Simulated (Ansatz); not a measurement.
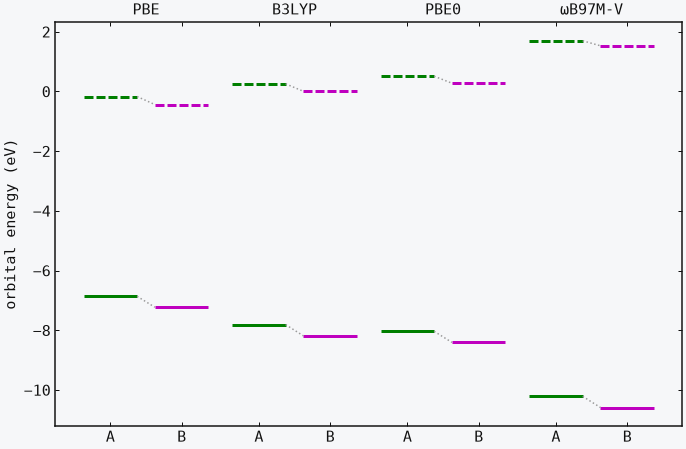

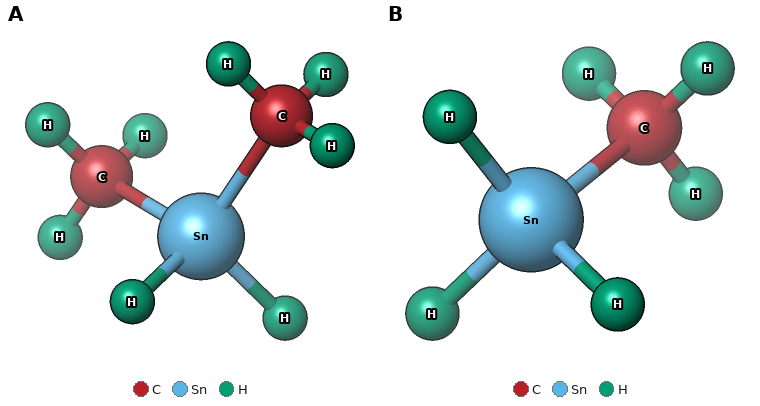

One change: A, C₂H₈Sn (SMILES [CH3][SnH2][CH3]), becomes B, CH₆Sn (SMILES [CH3][SnH3]). CH₃ on Sn is replaced by H. HOMO (solid) and LUMO (dashed) computed in def2-TZVPP at PBE0-D4/def2-TZVP geometries, both minima by their frequencies, gas phase, the Ansatz code 0.2.0. Empty levels above zero depend strongly on the basis.

Q: What does the change do to HOMO and LUMO?

A: PBE: the HOMO falls by 0.37 eV, the LUMO falls by 0.27 eV, and the separation goes from 6.69 to 6.79 eV. B3LYP: the HOMO falls by 0.38 eV, the LUMO falls by 0.25 eV, and the separation goes from 8.07 to 8.19 eV. PBE0: the HOMO falls by 0.37 eV, the LUMO falls by 0.24 eV, and the separation goes from 8.55 to 8.68 eV. ωB97M-V: the HOMO falls by 0.37 eV, the LUMO falls by 0.17 eV, and the separation goes from 11.91 to 12.12 eV.

Q: Do the functionals agree on the effect?

A: They agree on the direction for both levels; the HOMO shift lies between −0.38 and −0.37 eV and the LUMO shift between −0.27 and −0.17 eV, while the separations themselves differ by up to 5.3 eV between functionals.

Note: core potentials past krypton; spin-orbit coupling is left out, and with Sn it can shift these values.
